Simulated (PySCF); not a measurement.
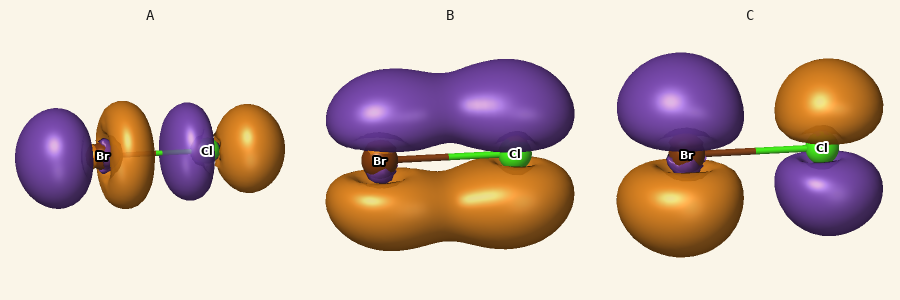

BrCl. Three frontier orbitals, each drawn at the value that holds 80 % of its norm (orange and purple are the two phases), in no order; of a degenerate pair one member is drawn.

The calculation used PBE0/x2c-TZVPPall, spin-free X2C-1e, Gaussian nucleus, at a bond length of 2.138 Å in PySCF 2.14.0.

Label each orbital by symmetry, say whether it is occupied, and order them by energy.

Orbital B: π, occupied, −10.90 eV; bonding, with no node between the atoms.
Orbital C: π, occupied, −8.31 eV; antibonding, with a node between the atoms.
Orbital A: σ, empty, −3.35 eV; shared between the atoms (Br 55 %, Cl 45 %).
